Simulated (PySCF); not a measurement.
# BH6NP2: electronic excitations and core binding energies

Wanted: the electronic excitations and core binding energies of BH6NP2 (`NB(P)P`), by calculation.

Computed with PySCF 2.14.0, with density-fitted response routines of our own, on a single molecule in the gas phase. Atoms count from 0, in the outputs and in this text.

## 1. Starting geometry

10 atoms, charge 0, multiplicity 1; geometry from: GFN2-xTB.

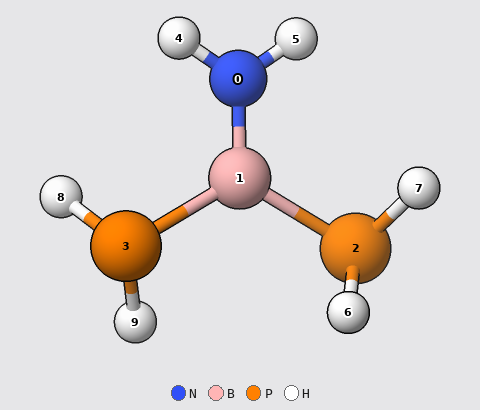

The starting geometry (nitrogen blue, boron pink, phosphorus orange, hydrogen white), atoms numbered.

## 2. Ultraviolet spectrum: CAM-B3LYP/def2-SVPD

What the job is given:

```
{"job": {"kind": "uv", "xc": "CAM-B3LYP", "basis": "def2-SVPD", "nstates": 8, "ntriplets": 3}, "charge": 0, "multiplicity": 1}
N     -0.380647     1.417720    -0.130489
B     -0.022986     0.089392    -0.009873
P      1.709403    -0.496138    -0.581433
P     -1.258348    -1.175108     0.728850
H     -1.286553     1.778986     0.124680
H      0.234568     2.133871    -0.483773
H      1.944666    -1.345881     0.485288
H      2.436249     0.543554    -0.026101
H     -2.379063    -0.746926     0.037247
H     -0.988407    -2.194816    -0.166922
```

With the program's defaults for keys left out, this is: TDDFT CAM-B3LYP/def2-SVPD, vertical, gas phase, core orbitals frozen in the response.

Started as:

```
$ OMP_NUM_THREADS=1 python probes_run.py task.json out
```

One launch serves the whole session: the jobs run in the order shown.

**Question.** This job is followed by: delta-SCF UKS SCAN, pcX-2 on the ionised atom, pcseg-1 elsewhere, spin-free X2C. What will the session give for the following? lowest singlet (CAM-B3LYP/def2-SVPD); brightest single state of those computed; lowest triplet; N1s binding energies, SCAN/pcX-2; B1s binding energies, SCAN/pcX-2; P1s binding energies, SCAN/pcX-2; P2p binding energies, SCAN/pcX-2.

**Answer**, as computed:

```
                                quantity                        value
    lowest singlet (CAM-B3LYP/def2-SVPD)  5.86 eV (212 nm), f = 0.029
brightest single state of those computed  state 3, 6.36 eV, f = 0.120
                          lowest triplet                      5.01 eV
        N1s binding energies, SCAN/pcX-2                 N0 405.36 eV
        B1s binding energies, SCAN/pcX-2                 B1 195.55 eV
        P1s binding energies, SCAN/pcX-2                P2 2149.42 eV
        P2p binding energies, SCAN/pcX-2                 P2 136.23 eV
```

In words: The lowest singlet, at 5.86 eV, is HOMO→LUMO+1 0.90 and is weak; of the 8 states computed, the strongest absorption comes from state 3 at 6.36 eV (the last state computed is bright too, and its partners may lie past the list). The lowest triplet lies 0.85 eV below the lowest singlet (triplets in Tamm-Dancoff, singlets in full TDDFT).
